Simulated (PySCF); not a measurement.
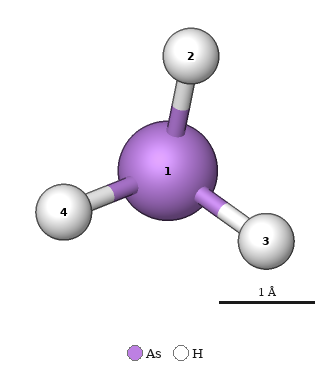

The input geometry (ball-and-stick view, seen at a tilt; atoms are numbered from 1 in the order of the input).

**Run report: AsH₃, geometry relaxation**

System: AsH₃, SMILES [AsH3].
Method: PBE0-D3(BJ)/def2-TZVP geometry optimisation, gas phase (PySCF 2.14.0).

### Input
```
{"job": {"xc": "PBE0", "basis": "def2-TZVP", "d3": "d3bj", "grid": 2, "shake": 0.01, "kind": "geom"}, "charge": 0, "multiplicity": 1}
As     0.026160    -0.019300     0.654580
H     -0.157530     1.198560    -0.235080
H     -0.984490    -0.737430    -0.222960
H      1.153850    -0.467210    -0.229540
```

The first line tells a small driver script what to run in PySCF; the rest is the geometry in Å.

Machine: 1 CPU thread, shared host.

Command:
```bash
OMP_NUM_THREADS=1 python <driver script> task.json out
```

### Log
```
step   0  E = -2237.38535253  max force = 0.006798
step   1  E = -2237.38608790  max force = 0.002976
step   2  E = -2237.38611729  max force = 0.000222
step   3  E = -2237.38611798  max force = 0.000019
optimisation converged
```

### Trajectory as extended XYZ (Å, eV, eV/Å), 4 frames, from step=0 to step=3
```
4
Properties=species:S:1:pos:R:3:forces:R:3 step=0 energy=-60882.35650
As    0.0262   -0.0193    0.6546   -0.3110   0.1983  -0.0478
H    -0.1575    1.1986   -0.2351    0.0226   0.2164   0.1288
H    -0.9845   -0.7374   -0.2230   -0.0612  -0.1975   0.0748
H     1.1539   -0.4672   -0.2295    0.3496  -0.2173  -0.1558
4
Properties=species:S:1:pos:R:3:forces:R:3 step=1 energy=-60882.37651
As    0.0440   -0.0279    0.6574    0.0876  -0.0063  -0.1530
H    -0.1389    1.2378   -0.1719    0.0029  -0.0174   0.0404
H    -0.9611   -0.7848   -0.2003    0.0058  -0.0056   0.0213
H     1.2091   -0.4849   -0.2219   -0.0963   0.0293   0.0913
4
Properties=species:S:1:pos:R:3:forces:R:3 step=2 energy=-60882.37731
As    0.0459   -0.0272    0.6525   -0.0071   0.0010  -0.0114
H    -0.1379    1.2397   -0.1702   -0.0012   0.0031   0.0046
H    -0.9604   -0.7873   -0.1996   -0.0011   0.0000   0.0059
H     1.2056   -0.4851   -0.2193    0.0094  -0.0041   0.0009
4
Properties=species:S:1:pos:R:3:forces:R:3 step=3 energy=-60882.37733
As    0.0457   -0.0272    0.6514   -0.0009   0.0002  -0.0010
H    -0.1382    1.2406   -0.1698    0.0002  -0.0002   0.0004
H    -0.9612   -0.7876   -0.1993    0.0000   0.0002   0.0005
H     1.2068   -0.4857   -0.2189    0.0008  -0.0002   0.0001
```

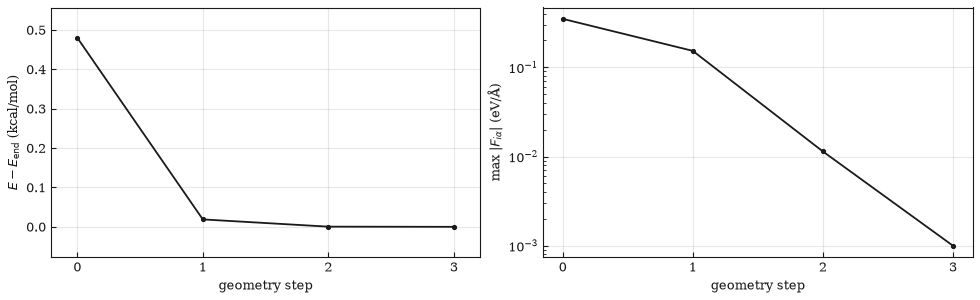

Progress of the relaxation, step by step (steps are counted from 0).

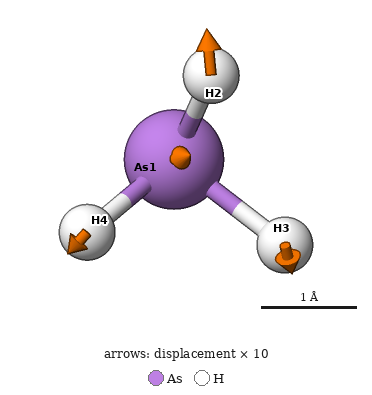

The starting structure with the displacements as orange arrows, magnified 10 times (ball-and-stick view, seen at a tilt). The two geometries are laid on each other by the best rigid fit. H2 moves most after the best rigid fit: 0.051 Å. By element the largest moves are H 0.051 Å, As 0.033 Å. Distances before and after: As1–H4 1.501 → 1.522 Å. Among the angles that change: H2–As1–H3 87.7° → 92.0°, H2–As1–H4 89.1° → 92.0°. Over 3 geometry steps the energy falls by 0.48 kcal/mol. The largest force component goes from 0.35 to 0.001 eV/Å. (Atoms are counted from 1 in the order of the input.)

### Summary

| quantity | value |
| --- | --- |
| outcome | converged |
| total energy | −2237.386118 hartree |
| dipole moment | 0.34 D |
| point group | C3v |
| wall time | 4.3 s |
| peak memory | 0.32 GiB |
